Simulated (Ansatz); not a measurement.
**Ge$_{2}$H$_{6}$F: geometry relaxation (part 2 of 2)**

The same run, continued: Ge$_{2}$H$_{6}$F, multiplicity 2; UKS PBE0-D4/def2-SVP (Ansatz 0.2.0). The input holds or restrains some coordinates. It belongs to a series of runs on one base structure; here: pulled along the bonds that form and break, towards end B.

Geometry of the input (Å):
```
Ge 0.0000  0.0000  0.0000
H  0.0000  0.0000  1.8000
Ge 2.2632  0.0000  -0.7992
H  2.7487  -1.4611  -0.9782
H  2.3309  0.7367  -2.1612
H  3.1736  0.7244  0.2250
H  -0.7300  1.2648  -0.5162
H  -0.7300  -1.2648  -0.5162
F  0.0000  0.0000  3.0200
```

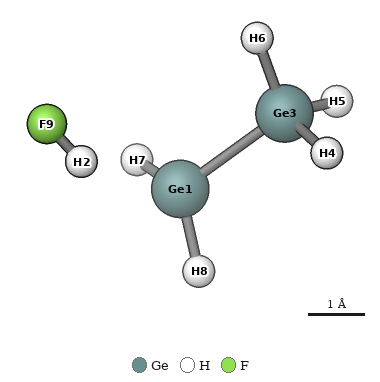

**Figure 1.** The geometry at step 14 of the log (ball-and-stick view, seen at a tilt; atoms are numbered from 1 in the order of the input).

Trajectory as extended XYZ, continued
```
9
Properties=species:S:1:pos:R:3:forces:R:3 step=4 energy=-115816.43908
Ge   -0.0159   -0.0044   -0.4410   -0.0554  -0.0029   0.7338
H     0.0010   -0.0004    2.2869    0.0052  -0.0008   0.5203
Ge    2.3185    0.0006   -0.8583    0.1181   0.0209  -0.1859
H     2.7702   -1.4596   -0.9889    0.0629  -0.0038  -0.0368
H     2.4164    0.7453   -2.1978    0.2994   0.0115  -0.1005
H     3.1542    0.7225    0.2129   -0.1104  -0.0064  -0.0169
H    -0.7907    1.3008   -0.5814   -0.1610   0.0458  -0.1541
H    -0.7947   -1.3049   -0.5829   -0.1668  -0.0637  -0.1567
F    -0.0025    0.0001    3.2244    0.0079  -0.0006  -0.6031
9
Properties=species:S:1:pos:R:3:forces:R:3 step=5 energy=-115816.55316
Ge   -0.0337    0.0084   -0.2972    0.0989  -0.0551   0.0491
H     0.0104   -0.1227    2.4449   -0.0028   0.0393   0.0966
Ge    2.3083    0.0102   -0.9223   -0.0141  -0.0033  -0.0154
H     2.7783   -1.4501   -1.0355    0.0237   0.0174   0.0345
H     2.5645    0.7329   -2.2627   -0.0688  -0.0211   0.0572
H     3.0795    0.7354    0.1908    0.0679  -0.0112  -0.0080
H    -0.8147    1.2618   -0.7086   -0.0799   0.1245  -0.0040
H    -0.8216   -1.2541   -0.6862   -0.0313  -0.0630  -0.0394
F    -0.0146    0.0782    3.3508    0.0063  -0.0277  -0.1707
9
Properties=species:S:1:pos:R:3:forces:R:3 step=6 energy=-115816.55489
Ge   -0.0450    0.0077   -0.3190   -0.1447  -0.0296   0.2343
H     0.0392   -0.2028    2.4206   -0.0052  -0.0494  -0.1871
Ge    2.3120   -0.0001   -0.8716   -0.0195   0.0494  -0.0044
H     2.8182   -1.4511   -0.9191   -0.0435  -0.0012  -0.0168
H     2.4577    0.6631   -2.2501    0.1074   0.0065  -0.0894
H     3.1472    0.7836    0.1565   -0.0972   0.0060  -0.0065
H    -0.8472    1.2994   -0.6129    0.1459  -0.0924  -0.0001
H    -0.8348   -1.2253   -0.8133    0.0527   0.0484  -0.0353
F     0.0091    0.1255    3.2829    0.0040   0.0623   0.1055
9
Properties=species:S:1:pos:R:3:forces:R:3 step=7 energy=-115816.56515
Ge   -0.0475   -0.0042   -0.2958   -0.0728  -0.0226   0.0295
H     0.0107   -0.1782    2.4415   -0.0049   0.0075  -0.0116
Ge    2.3020    0.0049   -0.8885    0.0186   0.0159   0.0489
H     2.7987   -1.4498   -0.9406   -0.0081   0.0086  -0.0085
H     2.4907    0.6751   -2.2618    0.0169  -0.0078  -0.0296
H     3.1152    0.7807    0.1623   -0.0389  -0.0029  -0.0153
H    -0.8211    1.2909   -0.6376    0.0558  -0.0629   0.0410
H    -0.8220   -1.2349   -0.8252    0.0270   0.0628   0.0124
F     0.0298    0.1156    3.3196    0.0064   0.0013  -0.0667
9
Properties=species:S:1:pos:R:3:forces:R:3 step=8 energy=-115816.56660
Ge   -0.0464   -0.0052   -0.2896   -0.0133  -0.0244   0.0569
H     0.0117   -0.2260    2.4438   -0.0155  -0.2517  -0.6063
Ge    2.3019    0.0052   -0.8872   -0.0196   0.0158   0.0366
H     2.8059   -1.4466   -0.9119    0.0013  -0.0082  -0.0062
H     2.4884    0.6480   -2.2736    0.0174  -0.0035  -0.0349
H     3.1065    0.8065    0.1483   -0.0166   0.0093   0.0033
H    -0.8113    1.2987   -0.6003    0.0282  -0.0195   0.0295
H    -0.8280   -1.2186   -0.8389    0.0001   0.0197  -0.0120
F     0.0278    0.1379    3.2833    0.0178   0.2626   0.5330
9
Properties=species:S:1:pos:R:3:forces:R:3 step=9 energy=-115816.56752
Ge   -0.0478   -0.0098   -0.2948   -0.0322  -0.0184   0.0332
H    -0.0070   -0.1901    2.4445   -0.0097  -0.0375  -0.1295
Ge    2.3009    0.0055   -0.8889    0.0058   0.0094   0.0424
H     2.8011   -1.4479   -0.9261    0.0034   0.0024  -0.0036
H     2.4932    0.6596   -2.2700    0.0082  -0.0060  -0.0206
H     3.1039    0.7967    0.1570   -0.0224  -0.0006  -0.0104
H    -0.8115    1.2937   -0.6165    0.0258  -0.0375   0.0339
H    -0.8240   -1.2287   -0.8439    0.0080   0.0429   0.0033
F     0.0476    0.1210    3.3127    0.0130   0.0454   0.0512
9
Properties=species:S:1:pos:R:3:forces:R:3 step=10 energy=-115816.51237 accepted=F
Ge   -0.0524   -0.0134   -0.2693   -0.0819  -0.0779  -0.0035
H     0.0018   -0.3843    2.4600    0.1545   1.6279   1.7952
Ge    2.2967    0.0062   -0.8714   -0.0237   0.0237   0.0367
H     2.8168   -1.4415   -0.8508    0.0013   0.0098  -0.0047
H     2.4699    0.5995   -2.2839    0.0174  -0.0136  -0.0011
H     3.0962    0.8525    0.1338   -0.0284  -0.0079  -0.0166
H    -0.7990    1.3169   -0.5283    0.0556  -0.0767   0.0615
H    -0.8390   -1.1877   -0.9144    0.0574   0.1134   0.0436
F     0.0654    0.2518    3.1983   -0.1522  -1.5987  -1.9111
9
Properties=species:S:1:pos:R:3:forces:R:3 step=11 energy=-115816.57218
Ge   -0.0502   -0.0146   -0.2839   -0.0322  -0.0239   0.0330
H    -0.0076   -0.2856    2.4511    0.0359   0.2737   0.4155
Ge    2.2977    0.0061   -0.8804   -0.0069   0.0126   0.0338
H     2.8066   -1.4446   -0.8919    0.0100  -0.0008   0.0003
H     2.4854    0.6316   -2.2760    0.0084  -0.0055  -0.0137
H     3.0953    0.8238    0.1487   -0.0186  -0.0032  -0.0091
H    -0.8018    1.3046   -0.5690    0.0254  -0.0478   0.0427
H    -0.8312   -1.2107   -0.8780    0.0103   0.0529   0.0028
F     0.0622    0.1893    3.2534   -0.0324  -0.2578  -0.5053
9
Properties=species:S:1:pos:R:3:forces:R:3 step=12 energy=-115816.58494
Ge   -0.0524   -0.0364   -0.2859    0.0378  -0.0161   0.1550
H     0.0030   -0.3267    2.4452   -0.0076  -0.0303  -0.0759
Ge    2.2940    0.0021   -0.8674   -0.0083  -0.0044  -0.0581
H     2.8240   -1.4416   -0.8593    0.0044   0.0036   0.0205
H     2.4875    0.6001   -2.2762    0.0079   0.0006   0.0134
H     3.0695    0.8482    0.1524    0.0017   0.0092   0.0134
H    -0.8002    1.2930   -0.4747   -0.0070   0.0703   0.0160
H    -0.8532   -1.1795   -0.9306   -0.0423  -0.0786  -0.0750
F     0.0841    0.2408    3.1705    0.0134   0.0457  -0.0093
9
Properties=species:S:1:pos:R:3:forces:R:3 step=13 energy=-115816.58658 accepted=F
Ge   -0.0702   -0.0810   -0.2684    0.0224  -0.0197   0.0084
H    -0.0239   -0.3749    2.4631    0.2357   0.8426   0.7020
Ge    2.2714   -0.0039   -0.8576    0.0723  -0.0255   0.0157
H     2.8334   -1.4363   -0.8099    0.0076   0.0188  -0.0017
H     2.4892    0.5742   -2.2734   -0.0428  -0.0189   0.0374
H     3.0160    0.8727    0.1599    0.0207   0.0127   0.0096
H    -0.7722    1.2864   -0.3667   -0.0471  -0.0010   0.0311
H    -0.8561   -1.1563   -1.0503   -0.0448   0.0198  -0.0061
F     0.1688    0.3192    3.0772   -0.2239  -0.8288  -0.7963
9
Properties=species:S:1:pos:R:3:forces:R:3 step=14 energy=-115816.59436
Ge   -0.0622   -0.0633   -0.2799    0.0139  -0.0086   0.1069
H     0.0251   -0.3524    2.4506    0.0027   0.0752   0.0450
Ge    2.2845   -0.0039   -0.8605    0.0105  -0.0085  -0.0247
H     2.8366   -1.4395   -0.8296    0.0004   0.0061   0.0026
H     2.4799    0.5841   -2.2735    0.0005  -0.0100   0.0094
H     3.0488    0.8612    0.1525   -0.0044   0.0126   0.0156
H    -0.7860    1.2906   -0.4024   -0.0055   0.0103   0.0194
H    -0.8647   -1.1643   -1.0014   -0.0214  -0.0148  -0.0428
F     0.0943    0.2874    3.1181    0.0033  -0.0624  -0.1314
9
Properties=species:S:1:pos:R:3:forces:R:3 step=15 energy=-115816.60031
Ge   -0.0645   -0.0773   -0.2669   -0.0180  -0.0261   0.0391
H     0.0222   -0.3808    2.4629    0.0242   0.2241   0.1497
Ge    2.2821   -0.0071   -0.8541   -0.0076   0.0058   0.0060
H     2.8435   -1.4389   -0.8208    0.0062   0.0034   0.0122
H     2.4766    0.5743   -2.2696   -0.0039  -0.0002   0.0070
H     3.0343    0.8689    0.1598    0.0049  -0.0028  -0.0014
H    -0.7840    1.2830   -0.3603    0.0095  -0.0045   0.0304
H    -0.8688   -1.1487   -1.0367    0.0003   0.0089  -0.0138
F     0.1149    0.3266    3.0598   -0.0156  -0.2087  -0.2292
9
Properties=species:S:1:pos:R:3:forces:R:3 step=16 energy=-115816.61045
Ge   -0.0923   -0.1133   -0.2811   -0.0022  -0.0042   0.0493
H     0.0683   -0.3721    2.4500    0.0006   0.0618   0.0158
Ge    2.2647   -0.0144   -0.8252   -0.0009  -0.0033   0.0081
H     2.8446   -1.4393   -0.7829   -0.0024   0.0078   0.0094
H     2.4735    0.5654   -2.2392   -0.0025   0.0011   0.0012
H     2.9989    0.8696    0.1953   -0.0147  -0.0036   0.0035
H    -0.8034    1.2544   -0.2913    0.0103  -0.0054   0.0188
H    -0.8860   -1.1229   -1.1393    0.0013   0.0007  -0.0134
F     0.1880    0.3727    2.9878    0.0105  -0.0550  -0.0926
9
Properties=species:S:1:pos:R:3:forces:R:3 step=17 energy=-115816.61424
Ge   -0.1102   -0.1318   -0.2735    0.0183  -0.0456  -0.0456
H     0.0715   -0.3979    2.4571    0.1490   0.5826   0.2516
Ge    2.2471   -0.0219   -0.8081   -0.0288   0.0321   0.0975
H     2.8409   -1.4402   -0.7462    0.0098   0.0131   0.0003
H     2.4745    0.5589   -2.2195   -0.0036  -0.0066   0.0192
H     2.9301    0.8750    0.2369    0.0462  -0.0096  -0.0307
H    -0.8041    1.2441   -0.2432   -0.0164  -0.0113   0.0143
H    -0.8811   -1.1018   -1.1978   -0.0487   0.0146   0.0032
F     0.2878    0.4156    2.8683   -0.1258  -0.5694  -0.3098
9
Properties=species:S:1:pos:R:3:forces:R:3 step=18 energy=-115816.63204
Ge   -0.1500   -0.1584   -0.3022    0.0230  -0.0096   0.0070
H     0.1166   -0.3694    2.4263   -0.0259  -0.0602  -0.0579
Ge    2.2237   -0.0237   -0.7605   -0.0293   0.0154   0.0575
H     2.8258   -1.4383   -0.6914    0.0009   0.0042  -0.0009
H     2.4772    0.5592   -2.1664    0.0014  -0.0100   0.0043
H     2.8981    0.8718    0.2899   -0.0025  -0.0001  -0.0005
H    -0.8508    1.2119   -0.2140   -0.0056  -0.0103  -0.0015
H    -0.9079   -1.0826   -1.2812   -0.0222   0.0056  -0.0146
F     0.4237    0.4296    2.7735    0.0601   0.0649   0.0065
9
Properties=species:S:1:pos:R:3:forces:R:3 step=19 energy=-115816.64731
Ge   -0.2066   -0.1837   -0.3326   -0.0094  -0.0137  -0.0781
H     0.2325   -0.3539    2.3838   -0.0410  -0.0834  -0.0522
Ge    2.1816   -0.0285   -0.6975    0.0023   0.0013   0.0237
H     2.7994   -1.4362   -0.6168   -0.0057   0.0039   0.0447
H     2.4830    0.5379   -2.1021   -0.0148   0.0170   0.0265
H     2.8017    0.8806    0.3744    0.0029  -0.0158  -0.0212
H    -0.8977    1.1904   -0.2217   -0.0160  -0.0080   0.0133
H    -0.9317   -1.0490   -1.3936    0.0090   0.0251   0.0493
F     0.5943    0.4423    2.6800    0.0728   0.0737  -0.0060
9
Properties=species:S:1:pos:R:3:forces:R:3 step=20 energy=-115816.65318
Ge   -0.2287   -0.1609   -0.3761   -0.0720  -0.0969   0.1278
H     0.2729   -0.3615    2.3263    0.1880   0.3260   0.0433
Ge    2.1711   -0.0313   -0.6496   -0.0702   0.0914  -0.0163
H     2.7826   -1.4387   -0.5162   -0.0322   0.0310  -0.0179
H     2.4740    0.5382   -2.0528    0.0809  -0.0539   0.0134
H     2.7668    0.8950    0.4190   -0.0155  -0.0042  -0.0171
H    -0.9550    1.1908   -0.2193    0.0453  -0.0091  -0.0409
H    -0.9629   -1.0475   -1.4085    0.0347   0.0456  -0.0203
F     0.7356    0.4159    2.5512   -0.1592  -0.3299  -0.0720
9
Properties=species:S:1:pos:R:3:forces:R:3 step=21 energy=-115816.63606 accepted=F
Ge   -0.2842   -0.2077   -0.3629    0.0684   0.2001  -0.1642
H     0.2998   -0.3440    2.3245    0.7943   0.8838   0.1763
Ge    2.1149    0.0048   -0.6236    0.1562  -0.1362   0.0230
H     2.6970   -1.4097   -0.4346    0.0547   0.0156  -0.0137
H     2.5368    0.5181   -2.0234   -0.1208  -0.0529   0.0576
H     2.7095    0.9321    0.4434   -0.0636   0.0287  -0.0195
H    -0.9583    1.1780   -0.2552   -0.0962  -0.0401   0.0376
H    -0.9701   -1.0334   -1.4807    0.0061   0.0104   0.0719
F     0.9110    0.3620    2.4865   -0.7993  -0.9094  -0.1690
9
Properties=species:S:1:pos:R:3:forces:R:3 step=22 energy=-115816.66733
Ge   -0.2573   -0.1639   -0.3776   -0.0278  -0.0282   0.0168
H     0.3213   -0.3850    2.3029    0.0144   0.0207  -0.0271
Ge    2.1445   -0.0176   -0.6319    0.0103   0.0318  -0.0027
H     2.7593   -1.4150   -0.4248   -0.0222   0.0271   0.0094
H     2.5002    0.4716   -2.0544    0.0088  -0.0283   0.0357
H     2.7116    0.9581    0.4082   -0.0082  -0.0064  -0.0348
H    -0.9650    1.1980   -0.2285    0.0075   0.0052  -0.0050
H    -0.9725   -1.0093   -1.4566    0.0148   0.0137   0.0029
F     0.8143    0.3630    2.5367    0.0024  -0.0356   0.0050
9
Properties=species:S:1:pos:R:3:forces:R:3 step=23 energy=-115816.67446
Ge   -0.2757   -0.1497   -0.3923   -0.0162  -0.0141   0.0232
H     0.3607   -0.4165    2.2704   -0.0295  -0.0427  -0.0454
Ge    2.1291   -0.0055   -0.6155    0.0258   0.0129  -0.0118
H     2.7382   -1.3910   -0.3300   -0.0139   0.0228   0.0138
H     2.5140    0.4091   -2.0541   -0.0052  -0.0217   0.0365
H     2.6776    1.0198    0.3848   -0.0067   0.0006  -0.0310
H    -0.9811    1.2119   -0.2347   -0.0011   0.0104  -0.0042
H    -0.9830   -0.9841   -1.4837    0.0093   0.0092   0.0009
F     0.8765    0.3060    2.5291    0.0376   0.0228   0.0180
```

Results in brief

| quantity | value |
| --- | --- |
| outcome | converged under the restraints of the input |
| total energy | −115816.6745 eV |
| mean-field energy | −115816.5434 eV |
| ⟨S²⟩ | 0.753 |
| largest force (length of the vector) at the end, held atoms and coordinates included | 0.069 eV/Å |
| hardware | 4 threads of Intel Xeon (Sapphire Rapids), 32 GiB of memory available, shared host |
| wall time | 41 s (CPU time 2.4 min) |
| peak memory | 0.41 GiB |
